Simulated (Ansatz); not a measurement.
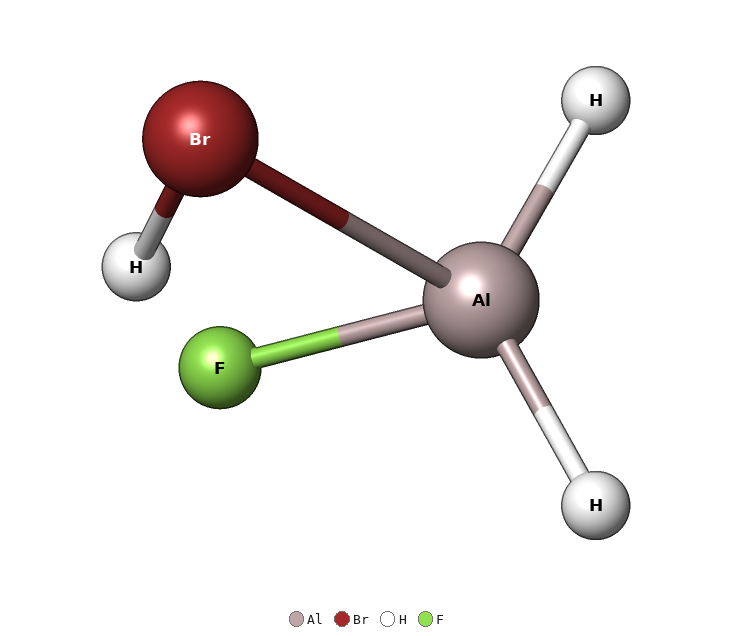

Sticks follow a distance rule. Harmonic vibrations computed with RKS PBE0-D4/def2-TZVP (Ansatz 0.2.0) at a stationary point of the same level.

> Is this a minimum or a saddle point?

A first-order saddle point: one imaginary frequency, 479i cm⁻¹.

> How many vibrational modes are there, and where do they lie?

12 modes: 479i, 256, 368, 439, 503, 629, 723, 732, 841, 1441, 1970, 1986 cm⁻¹.
